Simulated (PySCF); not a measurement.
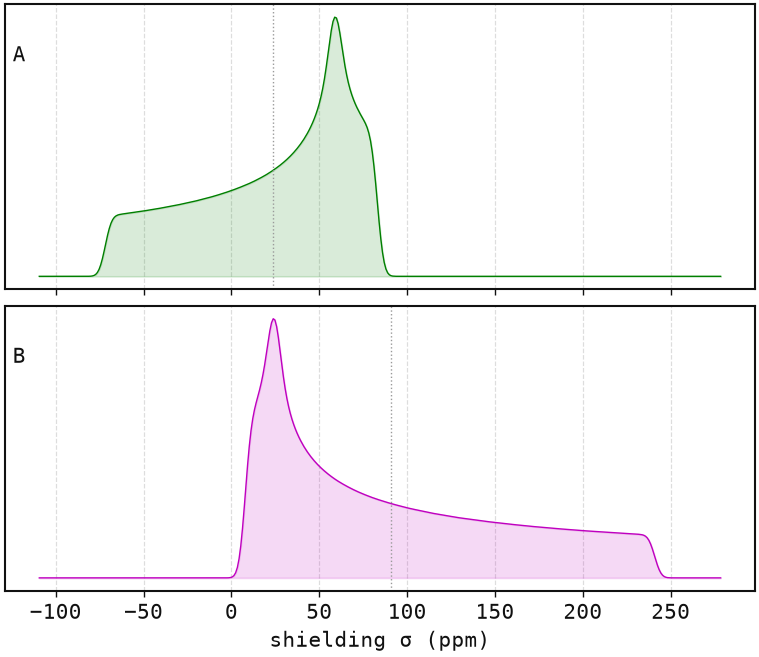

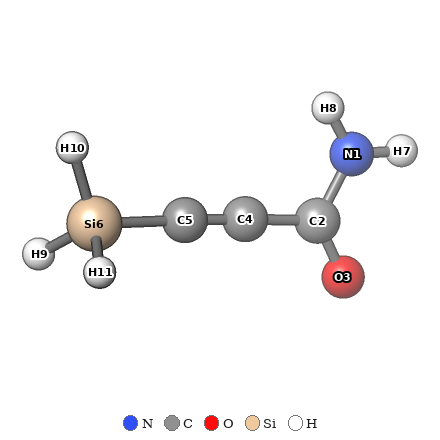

Static powder patterns (¹³C) from GIAO shielding tensors of C₃H₅NOSi, SMILES NC(=O)C#C[SiH3], LDA/pcSseg-2 with PySCF 2.14.0, at a PBE0-D3(BJ)/def2-SVP geometry (no frequency check); absolute shielding, one fixed geometry of the isolated molecule without any motion, no dipolar terms. The dotted line is the isotropic value; skew is 3(σiso − σ22)/span.

Question: The panels belong to C2 and C5. Which is which?

Answer: panel A: C2, σ11, σ22, σ33 = −72, 59, 83 ppm, isotropic 23, span 155 ppm, skew −0.69; panel B: C5, σ11, σ22, σ33 = 8, 24, 241 ppm, isotropic 91, span 233 ppm, skew 0.86.
